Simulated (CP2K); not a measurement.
# MP2/ccGRB-D (core potential, ngrids 4) run of Si2H5Cl (SMILES [SiH3][SiH2]Cl)

Aim: the energy change on altering one bond length of Si2H5Cl at MP2/ccGRB-D (core potential, ngrids 4), from 2 runs. 

The calculation is run with CP2K 2026.2.

3 further runs of the same task are left out: 1 that didn't finish, 2 set aside as unsound or not needed. Runs told in other sessions of the task aren't counted.

## Step 1: The molecule

Si2H5Cl: 8 atoms, total charge 0, spin state singlet. SMILES: `[SiH3][SiH2]Cl`. The shape is that of a PBE0-D4/def2-TZVP optimisation.

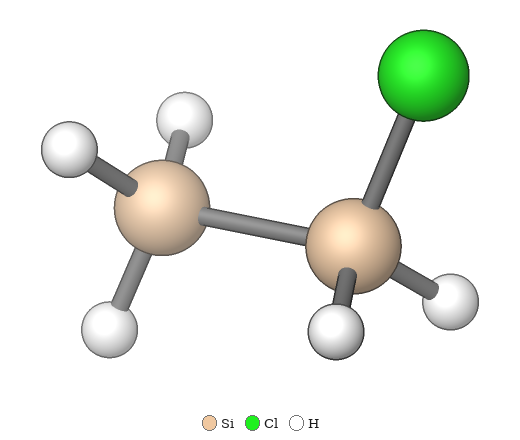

The structure, seen from a chosen angle (silicon light orange, chlorine green, hydrogen white).

## Step 2: The energy at MP2/ccGRB-D (core potential, ngrids 4)

The input, mol.inp:

```
&GLOBAL
  PROJECT_NAME mol
  RUN_TYPE ENERGY
  PRINT_LEVEL MEDIUM
&END GLOBAL

&FORCE_EVAL
  METHOD QS
  &DFT
    BASIS_SET_FILE_NAME BASIS_ccGRB_UZH
    POTENTIAL_FILE_NAME POTENTIAL_UZH
    &QS
      METHOD GPW
      EPS_DEFAULT 1.0E-10
    &END QS
    &MGRID
      CUTOFF 280
      REL_CUTOFF 50
      NGRIDS 4
    &END MGRID
    &POISSON
      PERIODIC NONE
      POISSON_SOLVER WAVELET
    &END POISSON
    &SCF
      SCF_GUESS ATOMIC
      EPS_SCF 1.0E-06
      MAX_SCF 100
      ADDED_MOS 3
      &DIAGONALIZATION
        ALGORITHM STANDARD
      &END DIAGONALIZATION
      &MIXING
        METHOD DIRECT_P_MIXING
        ALPHA 0.4
      &END MIXING
    &END SCF
    &XC
      &XC_FUNCTIONAL NONE
      &END XC_FUNCTIONAL
      &HF
        FRACTION 1
        &SCREENING
          EPS_SCHWARZ 1.0E-09
        &END SCREENING
        &MEMORY
          MAX_MEMORY 1050
        &END MEMORY
      &END HF
      &WF_CORRELATION
        &MP2
          METHOD DIRECT_CANONICAL
        &END MP2
        MEMORY 900
      &END WF_CORRELATION
    &END XC
    &PRINT
      &MOMENTS
        PERIODIC F
        REFERENCE COM
        MAX_MOMENT 1
      &END MOMENTS
      &MO ON
        ENERGIES T
        OCCUPATION_NUMBERS T
        NDIGITS 6
        &EACH
          QS_SCF 0
        &END EACH
        ADD_LAST NUMERIC
      &END MO
      &HIRSHFELD OFF
      &END HIRSHFELD
    &END PRINT
  &END DFT
  &SUBSYS
    &CELL
      ABC 11.5 11.5 11.5
      PERIODIC NONE
    &END CELL
    &COORD
      Si    -0.706500     0.881800    -0.390300
      Si     0.573400    -0.938800     0.325900
      Cl     2.431600    -0.252900     0.908000
      H     -2.053000     0.410100    -0.813000
      H     -0.034300     1.540700    -1.540000
      H     -0.854500     1.855700     0.722100
      H     -0.041800    -1.622800     1.491400
      H      0.777200    -1.930900    -0.759900
    &END COORD
    &TOPOLOGY
      &CENTER_COORDINATES
      &END CENTER_COORDINATES
    &END TOPOLOGY
    &KIND Si
      BASIS_SET ccGRB-D-q4
      POTENTIAL GTH-PBE-q4
    &END KIND
    &KIND Cl
      BASIS_SET ccGRB-D-q7
      POTENTIAL GTH-PBE-q7
    &END KIND
    &KIND H
      BASIS_SET ccGRB-D-q1
      POTENTIAL GTH-PBE-q1
    &END KIND
  &END SUBSYS
&END FORCE_EVAL
```

Started as:

```sh
$ OMP_NUM_THREADS=1 cp2k.psmp -i mol.inp -o mol.out
```

Standard output:

```text
CP2K| version string:                                       CP2K version 2026.2
[...]
 GLOBAL| Method name                                                        CP2K
[...]
 GLOBAL| Run type                                                         ENERGY
[...]
 DFT| Spin restricted Kohn-Sham (RKS) calculation                            RKS
 DFT| Multiplicity                                                             1
[...]
 DFT| Charge                                                                   0
[...]
 QS| Method:                                                                 GPW
[...]
 QS| Density cutoff [a.u.]:                                                140.0
[...]
 QS| Relative density cutoff [a.u.]:                                        25.0
[...]
                             - Atoms:                                          8
[...]
                             - Spherical basis functions:                     64
[...]
 Number of electrons:                                                         20
[...]
     1 P_Mix/Diag. 0.40E+00    1.5     1.01174650       -24.8589631416 -2.49E+01
[...]
    14 DIIS/Diag.  0.37E-06    0.5     0.00000058       -25.2266205674 -3.37E-12
  *** SCF run converged in    14 steps ***
[...]
  Overlap energy of the core charge distribution:               0.00000004599021
  Self energy of the core charge distribution:                -61.24998680927291
  Core Hamiltonian energy:                                     14.42167379752275
  Hartree energy:                                              28.13571971721279
  Exchange-correlation energy:                                  0.00000000000000
  Hartree-Fock Exchange energy:                                -6.53402731890248
  Total energy:                                               -25.22662056744964
[...]
                     Mulliken Population Analysis
 #  Atom  Element  Kind  Atomic population                           Net charge
       1     Si       1          3.739654                              0.260346
       2     Si       1          3.633202                              0.366798
       3     Cl       2          7.228136                             -0.228136
       4     H        3          1.084345                             -0.084345
       5     H        3          1.079304                             -0.079304
       6     H        3          1.079287                             -0.079287
       7     H        3          1.078041                             -0.078041
       8     H        3          1.078031                             -0.078031
 # Total charge                             20.000000                 -0.000000
[...]
  Dipole moment [Debye]
    X= -0.1670498E+01 Y= -0.3589471E+00 Z= -0.5572874E+00  Total=      1.7972137
[...]
 ENERGY| Total FORCE_EVAL ( QS ) energy [hartree]            -25.556500855739198
[...]
```

It took 9.9 s on 1 thread of Arm Neoverse V2, shared host; peak memory 0.65 GiB.

## Step 3: The distorted shape at the same level

The input, calc.inp:

```
&GLOBAL
   PROJECT calc
   RUN_TYPE ENERGY
   PRINT_LEVEL MEDIUM
&END GLOBAL

&FORCE_EVAL
   METHOD Quickstep
   &DFT
      BASIS_SET_FILE_NAME BASIS_ccGRB_UZH
      POTENTIAL_FILE_NAME POTENTIAL_UZH
      CHARGE 0
      MULTIPLICITY 1
      &QS
         METHOD GPW
         EPS_DEFAULT 1.0E-10
      &END QS
      &MGRID
         CUTOFF 280
         REL_CUTOFF 50
         NGRIDS 4
      &END MGRID
      &POISSON
         PERIODIC NONE
         POISSON_SOLVER WAVELET
      &END POISSON
      &SCF
         SCF_GUESS ATOMIC
         EPS_SCF 1.0E-06
         MAX_SCF 100
         ADDED_MOS 3
         &DIAGONALIZATION
            ALGORITHM STANDARD
         &END DIAGONALIZATION
         &MIXING
            METHOD DIRECT_P_MIXING
            ALPHA 0.4
         &END MIXING
      &END SCF
      &XC
         &XC_FUNCTIONAL NONE
         &END XC_FUNCTIONAL
         &HF
            FRACTION 1
            &SCREENING
               EPS_SCHWARZ 1.0E-09
               SCREEN_ON_INITIAL_P F
            &END SCREENING
            &INTERACTION_POTENTIAL
               POTENTIAL_TYPE COULOMB
            &END INTERACTION_POTENTIAL
            &MEMORY
               MAX_MEMORY 1050
            &END MEMORY
         &END HF
         &WF_CORRELATION
            &MP2
               METHOD DIRECT_CANONICAL
            &END MP2
            MEMORY 900
         &END WF_CORRELATION
      &END XC
      &PRINT
         &MOMENTS
            PERIODIC F
            REFERENCE COM
            MAX_MOMENT 1
         &END MOMENTS
         &MO ON
            ENERGIES T
            OCCUPATION_NUMBERS T
            NDIGITS 6
            &EACH
               QS_SCF 0
            &END EACH
            ADD_LAST NUMERIC
         &END MO
         &HIRSHFELD OFF
         &END HIRSHFELD
      &END PRINT
   &END DFT
   &SUBSYS
      &CELL
         ABC [angstrom] 13.3 13.3 13.3
         PERIODIC NONE
      &END CELL
      &COORD
         Si    -2.564680     0.195907    -0.972394
         Si    -1.284780    -1.624693    -0.256194
         Cl     2.431600    -0.252900     0.908000
         H     -3.911180    -0.275793    -1.395094
         H     -1.892480     0.854807    -2.122094
         H     -2.712680     1.169807     0.140006
         H     -1.899980    -2.308693     0.909306
         H     -1.080980    -2.616793    -1.341994
      &END COORD
      &TOPOLOGY
         &CENTER_COORDINATES
         &END CENTER_COORDINATES
      &END TOPOLOGY
      &KIND Si
         BASIS_SET ccGRB-D-q4
         POTENTIAL GTH-PBE-q4
      &END KIND
      &KIND Cl
         BASIS_SET ccGRB-D-q7
         POTENTIAL GTH-PBE-q7
      &END KIND
      &KIND H
         BASIS_SET ccGRB-D-q1
         POTENTIAL GTH-PBE-q1
      &END KIND
   &END SUBSYS
&END FORCE_EVAL
```

Started as:

```sh
$ OMP_NUM_THREADS=1 cp2k.psmp calc.inp > calc.out
```

Standard output, cut to the lines that bear on the results:

```text
CP2K| version string:                                       CP2K version 2026.2
[...]
 GLOBAL| Method name                                                        CP2K
[...]
 GLOBAL| Run type                                                         ENERGY
[...]
 DFT| Spin restricted Kohn-Sham (RKS) calculation                            RKS
 DFT| Multiplicity                                                             1
[...]
 DFT| Charge                                                                   0
[...]
 QS| Method:                                                                 GPW
[...]
 QS| Density cutoff [a.u.]:                                                140.0
[...]
 QS| Relative density cutoff [a.u.]:                                        25.0
[...]
                             - Atoms:                                          8
[...]
                             - Spherical basis functions:                     64
[...]
 Number of electrons:                                                         20
[...]
     1 P_Mix/Diag. 0.40E+00    2.0     0.98749606       -24.4585791235 -2.45E+01
[...]
    23 DIIS/Diag.  0.29E-06    1.0     0.00000062       -25.0478931912  2.70E-13
  *** SCF run converged in    23 steps ***
[...]
  Overlap energy of the core charge distribution:               0.00000004535770
  Self energy of the core charge distribution:                -61.24998680927291
  Core Hamiltonian energy:                                     14.05233638923929
  Hartree energy:                                              28.51527000995787
  Exchange-correlation energy:                                  0.00000000000000
  Hartree-Fock Exchange energy:                                -6.36551282650358
  Total energy:                                               -25.04789319122163
[...]
                     Mulliken Population Analysis
 #  Atom  Element  Kind  Atomic population                           Net charge
       1     Si       1          3.697142                              0.302858
       2     Si       1          3.461732                              0.538268
       3     Cl       2          7.698493                             -0.698493
[...]
  Dipole moment [Debye]
    X= -0.1256705E+02 Y= -0.3145175E+01 Z= -0.4140780E+01  Total=     13.6003259
[...]
 ENERGY| Total FORCE_EVAL ( QS ) energy [hartree]            -25.380059848561988
[...]
```

It took 26 s on 1 thread of Arm Neoverse V2, shared host; peak memory 0.79 GiB.

## Step 4: Summary of results

At MP2/ccGRB-D (core potential, ngrids 4):

| quantity | value |
| --- | --- |
| first shape: total energy | -25.55650 Eh |
| first shape: dipole moment (of the density that the program reports) | 1.80 D |
| first shape: HOMO energy (Hartree–Fock orbitals) | -10.99 eV |
| first shape: LUMO energy (Hartree–Fock orbitals) | 3.15 eV |
| first shape: HOMO–LUMO gap (Hartree–Fock orbitals) | 14.14 eV |
| first shape: correlation energy | -329.9 mEh |
| distorted shape: total energy | -25.38006 Eh |
| distorted shape: dipole moment (of the density that the program reports) | 13.60 D |
| distorted shape: HOMO energy (Hartree–Fock orbitals) | -8.40 eV |
| distorted shape: LUMO energy (Hartree–Fock orbitals) | -2.86 eV |
| distorted shape: HOMO–LUMO gap (Hartree–Fock orbitals) | 5.54 eV |
| distorted shape: correlation energy | -332.2 mEh |
| energy change with the Si2–Cl3 bond stretched from 2.065 to 4.129 Å | 4.801 eV |

In words: One bond (distorted shape) is far stretched, which a spin-restricted single reference describes badly; perturbation theory on it can break down and give far too much correlation. With the Si2–Cl3 bond stretched from 2.065 to 4.129 Å the energy rises by 4.80 eV (463 kJ/mol). The first shape isn't relaxed at this level, so the change isn't measured from a minimum. A restricted reference can't describe the breaking bond well at this length.
